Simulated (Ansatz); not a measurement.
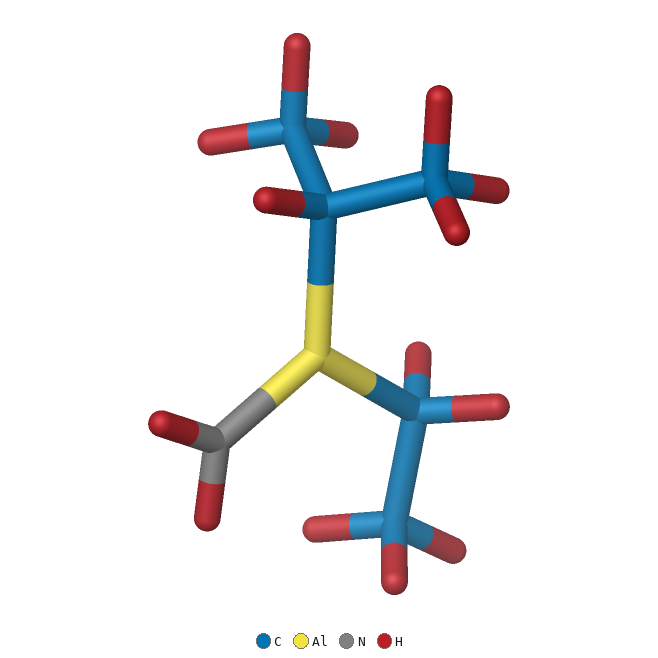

The geometry was computed by an optimisation with PBE-D4/def2-SVP. No frequency run is at hand to confirm it as a minimum.

Draw it as a skeletal formula.

SMILES: C[CH2][Al]([NH2])[CH](C)C

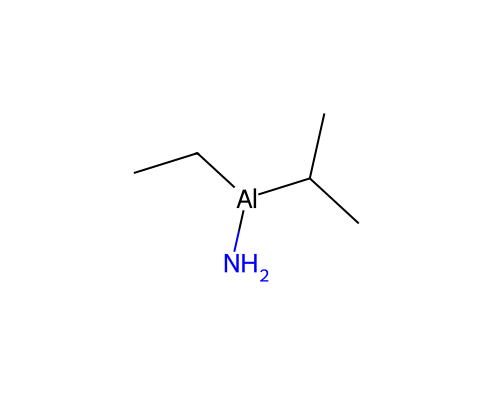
